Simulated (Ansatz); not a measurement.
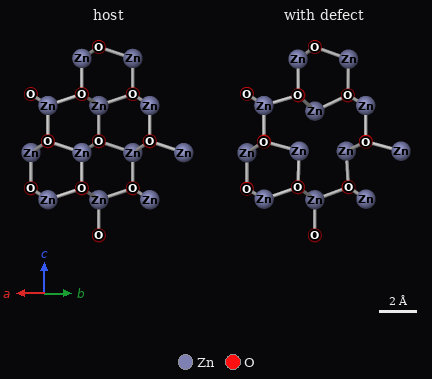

Left: perfect ZnO. Right: the same region with one point defect, after relaxing the atoms in a supercell of 32 sites. A ball-and-stick model of the atoms within 5.3 Å of one point, in a slice 3.4 Å thick across the line of sight, seen along [110].

Theory: DFT, PBE, plane-wave PAW, default files, scalar-relativistic in Ansatz. Settings: plane-wave cutoff 420 eV; k-point mesh 3 × 3 × 2; occupations fermi dirac; smearing width 0.01 eV; collinear spin. The axes drawn are those of the host's conventional cell.

> What kind of defect was made?

An oxygen atom is taken out (a vacancy).

The charge state of the cell is 0.

> What does the relaxation do around it?

Around the empty O site the host had 4 Zn at 1.97 to 1.98 Å; after relaxation the nearest atoms are 4 Zn at 1.67 to 1.82 Å. Of the host's atoms, a zinc atom moves furthest from its site, by 0.31 Å. The cell ends without a net magnetic moment. Relaxing the atoms from the host's sites lowers the energy by 0.41 eV.

Limits of the set-up: the periodic images lie only 6.5 Å apart, so the values are limited by the cell's size.
